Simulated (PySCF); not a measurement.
C5H6N4 (SMILES Cc1c(C#N)nnn1C)

Input

```
{"job": {"kind": "nmr", "xc": "PBE0", "basis": "pcSseg-1"}, "charge": 0, "multiplicity": 1}
C     -0.114545     1.583976     0.065264
C     -0.347007     0.126963    -0.019716
C     -1.509466    -0.629804    -0.146121
C     -2.829352    -0.162613    -0.236436
N     -3.891099     0.263148    -0.310868
N     -1.153113    -1.939972    -0.175334
N      0.108697    -2.028872    -0.079724
N      0.632712    -0.804833     0.015738
C      2.044602    -0.599280     0.129563
H     -1.063249     2.111335     0.007715
H      0.375286     1.838750     1.005774
H      0.527009     1.917390    -0.751228
H      2.280332    -0.066383     1.052660
H      2.416135    -0.023134    -0.720164
H      2.518645    -1.578682     0.140966
```

Launched as:

```sh
OMP_NUM_THREADS=1 python probes_run.py task.json out
```

Geometry: GFN2-xTB.

Method: PBE0/pcSseg-1, SCF density, gas phase, non-relativistic (PySCF 2.14.0).

Question: What can the converged electron density and electron localisation function tell about the bonding?

Answer: C–N (1.15 Å): the density is about 3.6 e/Å³ at the midpoint; the ELF peaks at about 0.85 between the atoms: a short, multiple covalent bond.
N–N (1.27 Å): the density is about 3 e/Å³ at the midpoint; the ELF peaks at about 0.90 between the atoms; localised, covalent bonding.
C–C (1.39 Å): the density is about 2.1 e/Å³ at the midpoint; the ELF peaks at about 0.95 between the atoms: a covalent bond.
C–H (1.09 Å): ρ at the midpoint is about 2 e/Å³; the ELF climbs to about 1 towards the hydrogen, as it does in any bond to H: an ordinary covalent bond to hydrogen.

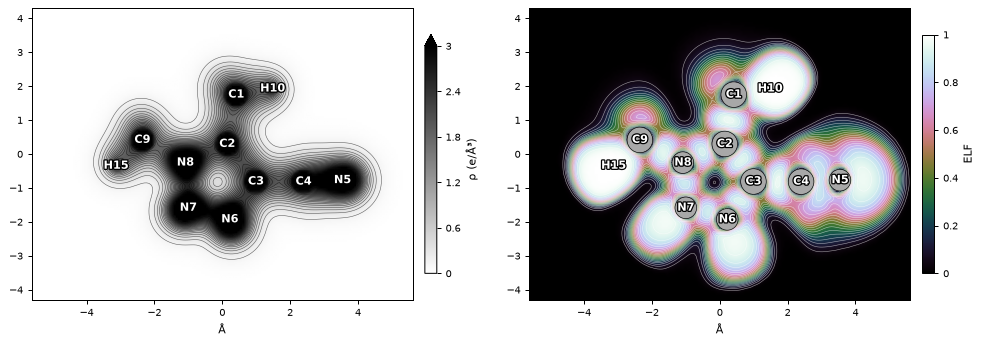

Computed electron density and electron localisation function on the plane of atoms C2, C3 and N6, in this order. Grey discs cover the atomic cores in the ELF map. 
